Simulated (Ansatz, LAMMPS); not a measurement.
# Elastic response of amorphous 50SiO2-50GeO2 (mol %) (96 atoms): runs compared

How stiff is amorphous 50SiO2-50GeO2 (mol %) (96 atoms), and how do its levels respond to strain?

Computed with Ansatz 0.2.0: Kohn-Sham DFT, PBE, PAW (set soft_2), plane waves.

### 1. The cell as built

The cell holds 96 atoms: 16 Si, 16 Ge and 64 O. Cell: a = 11.415 Å, b = 11.415 Å, c = 11.415 Å, α = 90.0°, β = 90.0°, γ = 90.0°. 96 atoms (16 Si, 16 Ge, 64 O) placed at random at 2.94 g/cm³, melted at 5000 K for 10 ps at fixed volume with the Morse and Coulomb pair potential with partial charges (Pedone, Malavasi, Menziani, Cormack and Segre, J. Phys. Chem. B 110, 11780 (2006)). Quenched from 5000 K to 300 K at 50 K/ps and fixed volume, held 5 ps, then minimised at fixed cell.

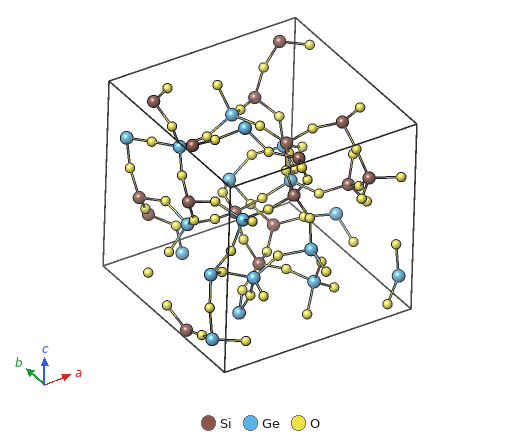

The cell as built. Bonds to atoms that aren't drawn are left out. Some periodic images of atoms are drawn too.

Limits known from the start: The quench rate of 50 K/ps is many orders above laboratory rates, so the cell is likely richer in defects and strain than a real sample. The network of bonds at the start is that of the classical potential that made the cell, and needn't be the one that DFT or experiment would give. Only the Γ point is sampled.

### 2. The reference run

The reference is a single point at the end of the relaxation.

Every strained cell starts from the geometry of this run, and its atoms are relaxed with the cell held.

Its input, with most atom lines left out:

```yaml
crystal:
  lattice:
    - [10.97886, -0.15595, -0.0971]
    - [-0.15595, 11.0758, -0.14614]
    - [-0.0971, -0.14614, 11.50087]
  atoms:
    - { symbol: Si, position: [0.49539, 0.23534, 0.64042] }
    - { symbol: Si, position: [0.45469, 0.15463, 0.89404] }
    - { symbol: Si, position: [0.82764, 0.1186, 0.68593] }
    - { symbol: Si, position: [0.22315, 0.96265, 0.22159] }
    - { symbol: Si, position: [0.71903, 0.88687, 0.73157] }
    - { symbol: Si, position: [0.1036, 0.84214, 0.43714] }
    - { symbol: Si, position: [0.45887, 0.61061, 0.37785] }
    [... atom lines 8 to 96 left out ...]
kpoints:
  mp_grid: { grid: [1, 1, 1] }
hamiltonian:
  xc: pbe
scf:
  occupations: { method: fixed }
output:
  forces: true
  stress: true
  populations: true
  dos:
    method: { smearing: { sigma: 0.1 } }
    de: 0.1
    projected: { site_lists: { Ge: [Ge], O: [O], Si: [Si] } }
  eigenvalues: true
  write_density: true
  write_potential: true
  volumetric_format: npy
  elf: true
```

```
free energy per atom   : -1200.5441 eV/atom
r.m.s. force component : 0.00335 eV/Å
pressure               : -0.02208 GPa
```

Filled and empty levels are parted by 3.32 eV (at Γ alone); a semilocal functional tends to put such gaps too low. In a disordered cell it changes from sample to sample, and tail or defect levels can set it.

### 3. The runs

Each row is one run, on 4 threads of Arm Neoverse V1, shared host. The free energy is the program's total, comparable only between runs with the same functional, potentials and atoms.

```csv
run,atoms,outcome,"ionic steps, all passes",free energy (eV),time,host memory (GiB)
Single point at the start,96,converged,-,-115244.814,16 s,1.9
Cell and atoms relaxed,96,converged,14,-115252.238,3.8 min,1.9
Single point at the relaxed geometry,96,converged,-,-115252.238,30 s,1.9
Volume -3 %,96,converged,5,-115252.049,1.7 min,1.9
Volume +3 %,96,converged,7,-115252.046,2.4 min,2.0
Volume -6 %,96,converged,6,-115251.485,2.1 min,1.8
Volume +6 %,96,converged,7,-115251.515,2.4 min,2.0
Volume -10 %,96,converged,8,-115250.077,2.8 min,1.7
Stretched by 1 % along x,96,converged,4,-115252.190,89 s,1.9
Compressed by 1 % along x,96,converged,5,-115252.199,1.8 min,1.9
Sheared by 2 % in xy,96,converged,5,-115252.180,1.8 min,1.9
```

In some runs the program notes that the exchange-correlation potential is rough where the density is thin and the SCF threshold is loose for the stress.

### 4. Pressure against volume

Atoms are relaxed at each volume, in the scaled cell.

```csv
volume change (%),volume (Å³/atom),energy change (meV/atom),pressure (GPa),largest move on relaxing (Å),bonds,gap (eV)
-10,13.105,22.52,5.24,0.55,128,3.61
-6,13.688,7.84,2.96,0.37,128,3.52
-3,14.124,1.97,1.40,0.23,128,3.44
+0,14.561,0.00,-0.02,-,128,3.32
+3,14.998,2.00,-1.39,0.13,128,3.22
+6,15.435,7.54,-2.68,0.21,128,3.12
```

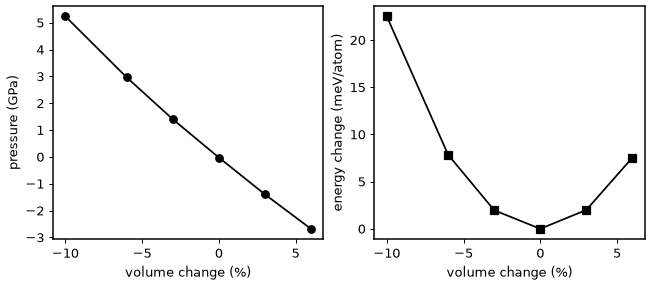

Pressure and energy against volume.

### 5. Uniaxial strain and shear

Stress (GPa, compression positive) less that of the relaxed cell, atoms relaxed:

```csv
strain,xx,yy,zz,xy,energy change (meV/atom)
stretched by 1 % along x,-0.894,-0.304,-0.201,-0.054,0.51
compressed by 1 % along x,0.849,0.265,0.175,-0.010,0.41
sheared by 2 % in xy,-0.135,-0.069,0.032,-0.636,0.61
```

### 6. What came out

The bulk modulus, from the slope of pressure against ln V over the three points nearest the relaxed volume, is 46.6 GPa; a quadratic over all points gives a pressure derivative of about 1.3. At -10 % some atom moved by over 0.5 Å on relaxing, so that point may sit in another local minimum. The gap goes from 3.61 eV at the smallest volume to 3.12 eV at the largest, -3.1 eV per unit of ln V by a straight line, on the run's k-points. In the Cartesian axes of the cell, finite differences give C11 = 87.1, C12 = 28.4, C13 = 18.8 and C66 = 31.8 GPa (the shear of 2 % is the engineering strain, εxy = 0.01). The mean of C11, C12 and C13, which equals the bulk modulus in a cubic or isotropic solid, is 44.8 GPa: it agrees with the bulk modulus within 10 %. For an isotropic solid C66 would equal (C11 − C12)/2 = 29.4 GPa; so small a sample needn't be isotropic, and C66 rests on one shear. With the bulk modulus and C66 as K and G, Young's modulus would be about 78 GPa and Poisson's ratio 0.22.

**Limits.** Strains are finite and relaxations stop at the force tolerance of the input, which can leave moduli too stiff; they are those of a static cell at zero temperature. Volumes are changed with the cell's shape held, so in an anisotropic solid the modulus lies over the one under free hydrostatic load. The program notes that the SCF threshold of the relaxations is loose for the stress.

The DFT runs together took 21 min of wall time.

[Logs are printed without paths, hosts, clocks, repeated set-up lines and the standing remarks that a program may print on its own settings, such as how far it seeks lower states.]

[Hosts, paths, dates, database ids (printed as entryN), source tags and the programs' standing remarks are cut or masked in the printed files.]
